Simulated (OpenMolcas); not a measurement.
**NO2 (nitrogen dioxide): the dipole moment, rung by rung**

The species is NO2 (3 atoms), meant as a doublet with charge 0. SMILES: `[O]N=O`. The coordinates come from a PBE0-D4/def2-TZVP relaxation.

```xyz
3

O     0.2098   -1.0822    0.0006
N    -0.2655   -0.0091   -0.1459
O     0.0557    1.0913    0.1453
```

Each level gives the dipole moment (D). The values are calculated.

Measured value to compare with: NIST CCCBDB gives the dipole moment of the gas as 0.32 D.

```json
{"level": "ROHF/cc-pVTZ", "kind": "Hartree–Fock", "program": "OpenMolcas", "value (D)": "0.75", "computed − measured": "+0.43"}
{"level": "UHF/cc-pVTZ", "kind": "Hartree–Fock", "program": "OpenMolcas", "value (D)": "0.68", "computed − measured": "+0.36"}
{"level": "USVWN5/cc-pVTZ", "kind": "LDA", "program": "OpenMolcas", "value (D)": "0.25", "computed − measured": "-0.07"}
{"level": "UBLYP/cc-pVTZ", "kind": "GGA", "program": "OpenMolcas", "value (D)": "0.25", "computed − measured": "-0.07"}
{"level": "UM06-L/cc-pVTZ", "kind": "meta-GGA", "program": "OpenMolcas", "value (D)": "0.28", "computed − measured": "-0.04"}
{"level": "UTPSS/cc-pVTZ", "kind": "meta-GGA", "program": "OpenMolcas", "value (D)": "0.25", "computed − measured": "-0.07"}
{"level": "UBHLYP/cc-pVTZ", "kind": "global hybrid", "program": "OpenMolcas", "value (D)": "0.45", "computed − measured": "+0.13"}
{"level": "UPBE0/cc-pVTZ", "kind": "global hybrid", "program": "OpenMolcas", "value (D)": "0.34", "computed − measured": "+0.02"}
```

Nearest: UPBE0/cc-pVTZ (+0.02 D); farthest: ROHF/cc-pVTZ (+0.43 D). The measured dipole is a vibrational average, so differences of a few hundredths of a debye mean little. Computed less measured by kind, in D (of the ab initio rows, those in cc-pVTZ): Hartree–Fock +0.36 to +0.43; LDA -0.07; GGA -0.07; meta-GGA -0.07 to -0.04; global hybrid +0.02 to +0.13. Magnitudes only.

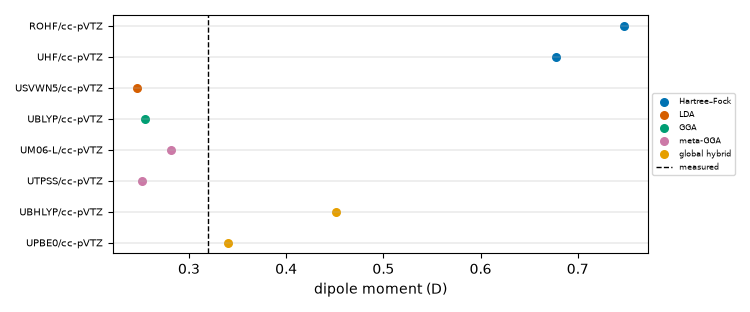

The values of the table, level by level.
